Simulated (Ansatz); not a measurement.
## Electronic structure of H₅NO₂Si (SMILES N[SiH](O)O) in real space

Input

```
crystal:
  periodic: [false, false, false]
  atoms:
    - { symbol: "N", position_ang: [-1.1541, 0.1419, -0.0451] }
    - { symbol: Si, position_ang: [0.4677, 0.2768, -0.113] }
    - { symbol: O, position_ang: [0.8626, -0.8913, -1.1856] }
    - { symbol: O, position_ang: [0.9805, -0.1227, 1.4069] }
    - { symbol: H, position_ang: [-1.555, 1.048, 0.318] }
    - { symbol: H, position_ang: [-1.5356, 0.1904, -1.0197] }
    - { symbol: H, position_ang: [0.9103, 1.6311, -0.515] }
    - { symbol: H, position_ang: [0.9118, -1.7727, -0.815] }
    - { symbol: H, position_ang: [0.2003, -0.5478, 1.9513] }
basis:
  gaussian: { orbitals: def2-SVP }
hamiltonian:
  xc: pbe
  dispersion: d4
relax:
  f_tol: 0.015
  max_steps: 40
output:
  orbitals: {}
```

Command:

```sh
ansatz run input.yaml --threads 1 --pin off --max-ram 2048MiB --backend cpu --events-out ev --progress --plain --runs-dir out
```

The fields are those of the relaxed geometry.

The calculation used RKS PBE-D4/def2-SVP in Ansatz 0.2.0.

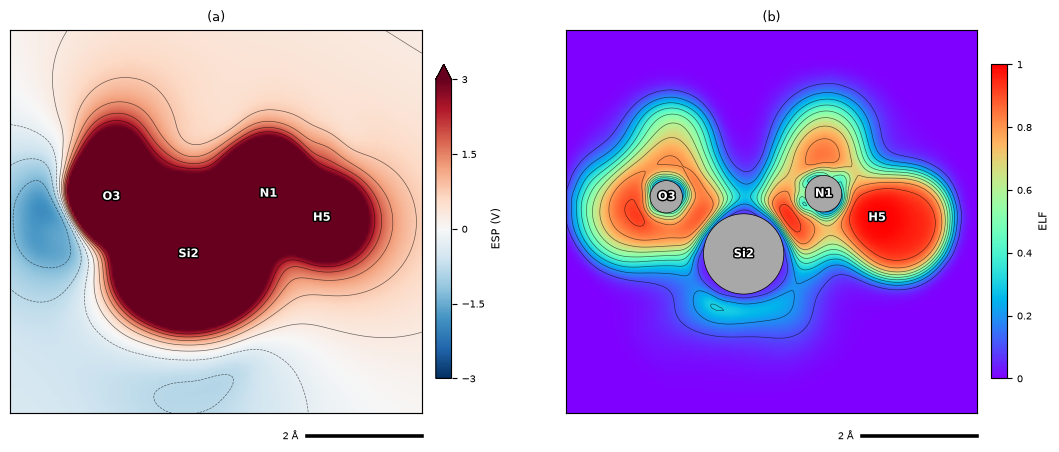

Figure 1. (a) electrostatic potential; (b) ELF on the plane of atoms N1, Si2 and O3. Grey discs cover the atomic cores in the ELF map.

### What do the fields say about this system?

The section cuts through N, Si, O and H sites. Si–O (1.68 Å): the ELF peaks at about 0.90 between the atoms (a polar covalent bond). Si–N (1.74 Å): the ELF peaks at about 0.95 between the atoms; a shared but strongly polarised pair. N–H (1.02 Å): the ELF climbs to about 1 towards the hydrogen, as it does in any bond to H (an ordinary covalent bond to hydrogen). The ELF also peaks beside O3, away from the bonds: lone-pair regions. Outside the dense part of the molecule the potential is most negative (−1.9 V) near O3 and O4.

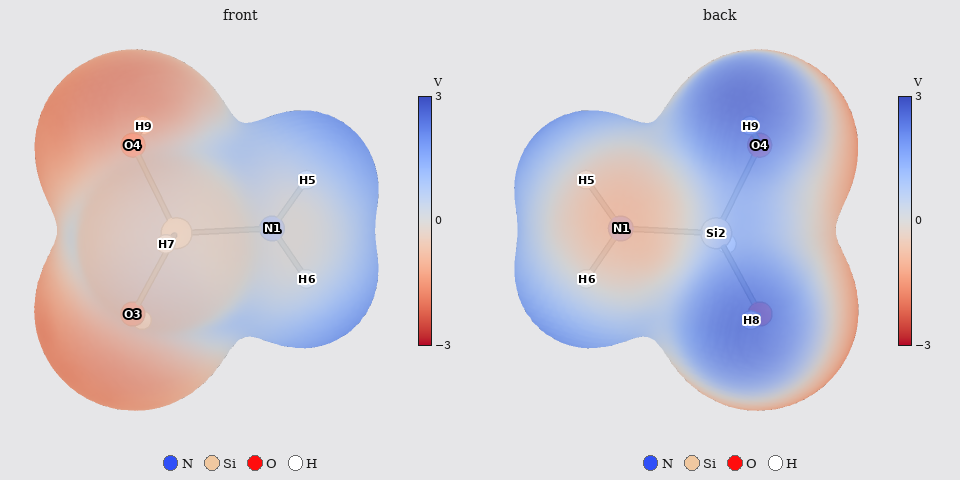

Figure 2. The electrostatic potential painted on the density surface at 0.002 e/bohr³, seen from the front and from behind; the colour scale runs from red (negative) to blue (positive).

### Where is the surface potential most negative and most positive?

The most negative region (about −1.7 V, or −39 kcal/mol for a unit charge) lies over O3 and O4, the most positive (about +2.3 V, or +53 kcal/mol for a unit charge) over H8 and H9.

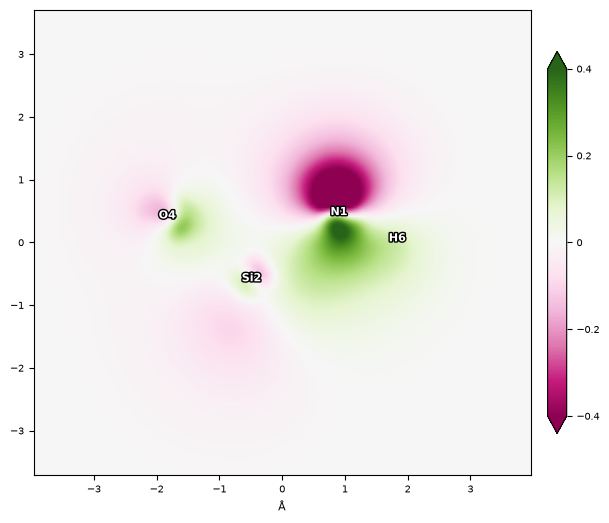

Figure 3. The HOMO on the plane of atoms N1, Si2 and O4 (values in Å⁻³ᐟ²; the overall sign is arbitrary).

### Describe this orbital and give its energy.

Its weight (Hirshfeld) is mainly on N1 (about 70 %); largely a lone pair of N1. Its energy is −6.00 eV.
